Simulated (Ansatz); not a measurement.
## Computed scan of one atom of the cell: KF (rock salt)

Starting cell, KF (rock salt):

```
KF
1.0
    0.00000     2.71039     2.71039
    2.71039     0.00000     2.71039
    2.71039     2.71039     0.00000
F K
1 1
Direct
  0.00000   0.00000   0.00000
  0.50000   0.50000   0.50000
```

Scan: atom 1 (F, nearest neighbour K at 2.710 Å; its periodic images, 3.8 Å or more away, move with it) is displaced towards the nearest neighbour, direction (-1.000, 0.000, 0.000) in Cartesian axes, by s. The other atoms stay.

Method: PBE (plane waves to 420 eV, PAW, scalar-relativistic; Ansatz, an electronic-structure program). k mesh 9×9×9 (Γ-centred), Fermi-Dirac smearing 0.05 eV. The energy includes the smearing's −TS. Compression counts positive. KF was relaxed with its symmetry unable to fall. ΔE is measured from the undisplaced structure.

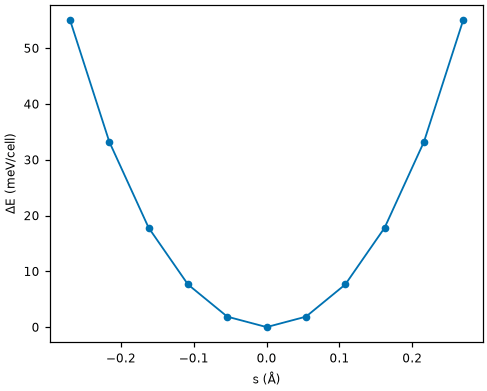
*ΔE (meV/cell) against s (Å); computed points joined by lines.*

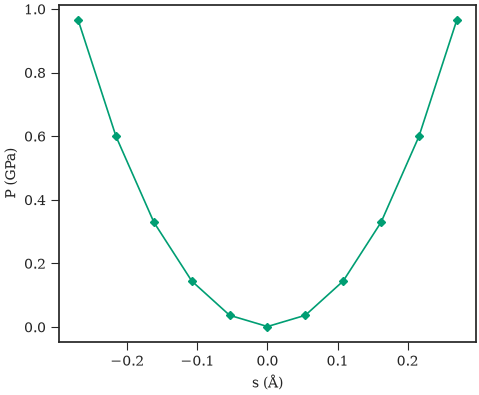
Fig. 1. P (GPa) against s (Å); computed points joined by lines.

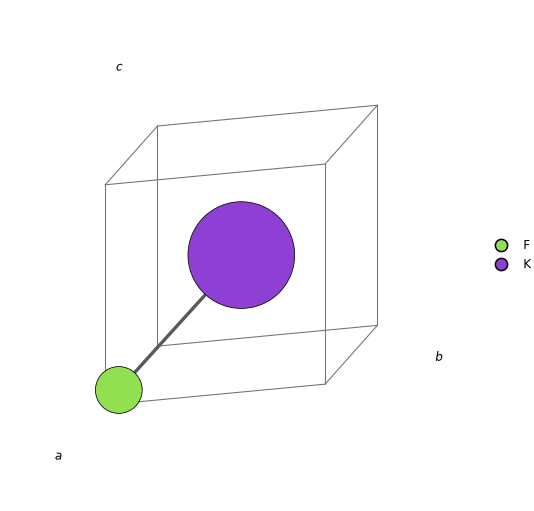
Figure. The cell of the calculation at s = -0.270 Å.

The force constant k = d²E/ds² at s = 0 (finite differences) is 1.27 eV/Å² and the force along the line at s = -0.270 Å comes out as 0.474 eV/Å. The energy at s = 0.270 Å is 55.1 meV/cell. Harmonic estimate at the end of the scan: ½ks² = 46.4 meV/cell against the computed 55.1 meV/cell, so the well is stiffer than harmonic there. Shape of the curve: a single well with its minimum at or next to zero displacement.

The forces along the line at the two nearest points give (0.070 − (-0.070)) / (2·0.054) = 1.30 eV/Å²; the next pair corrects for the finite step.

(For displaced atoms, the force is minus the slope of the energy, and its curvature is a force constant, which sets phonon frequencies.)
